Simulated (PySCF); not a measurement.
# H4NP: the cost of one run

Programs: PySCF 2.14.0, with density-fitted response routines of our own. Each step states its level of theory. These are calculated values for one molecule in the gas phase, unless marked as measured. Atoms are numbered from 0 throughout.

## Step 1: Starting geometry

6 atoms, charge 0, multiplicity 1; geometry from: GFN2-xTB. The atoms were then displaced at random by about 0.01 Å, so the start is not that level's minimum.

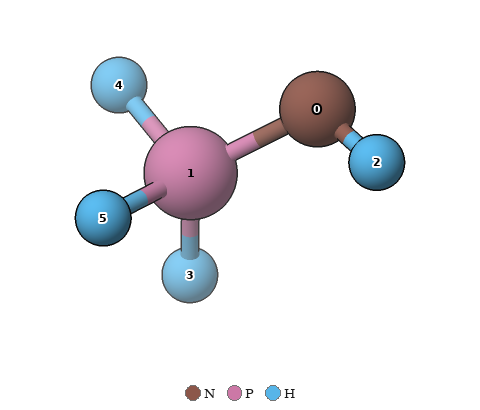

As it starts; nitrogen brown, phosphorus pink, hydrogen blue, atoms numbered; sticks join atoms by distance.

## Step 2: Relaxing the molecule at PBE0-D3(BJ)/def2-SVP

Job settings and geometry (Å):

```
{"job": {"xc": "PBE0", "basis": "def2-SVP", "d3": "d3bj", "grid": 1, "shake": 0.01, "kind": "geom"}, "charge": 0, "multiplicity": 1}
N      1.120520     0.621490    -0.112000
P     -0.290040    -0.022830     0.011480
H      1.864680     0.011420    -0.118540
H     -0.762960    -0.892190    -0.954410
H     -1.227550     0.978710    -0.021500
H     -0.680480    -0.726610     1.150300
```

Command:

```bash
> OMP_NUM_THREADS=1 python probes_run.py task.json out
```

One launch serves the whole session: the jobs run in the order shown.

Q: Estimate the wall time and peak memory of this first job on 1 thread of Arm Neoverse V1, shared host.

About 3.2 s, with a peak of 0.28 GiB.
